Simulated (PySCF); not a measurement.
Te(NH2)(SMe), SMILES CS[Te]N (CH5NSTe) at its CAM-B3LYP/def2-SVP optimised geometry (Å):

```
9

Te    -0.7775    -1.1808     0.0000
N     -1.1260     0.8138     0.0000
H     -1.5166     1.1808     0.8626
H     -1.6268     1.1554    -0.8146
S      1.6268    -1.1808     0.0000
C      2.0487    -0.8778    -1.7441
H      1.6315    -1.6508    -2.4025
H      3.1462    -0.9072    -1.8072
H      1.7027     0.1140    -2.0625
```

Calculation: CAM-B3LYP/def2-TZVP, def2 effective core potentials past Kr (PySCF). The core electrons that the potentials of Te replace are not part of the density. Cells within 0.4 Å of a nucleus heavier than hydrogen are left out (blank, or x).

Map of the electron localisation function on the plane z = 0.0 Å:

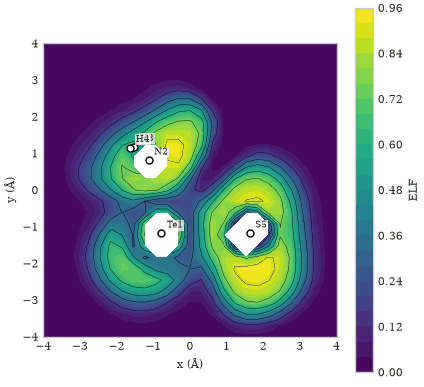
Figure: Electron localisation function on the plane z = 0.0 Å.
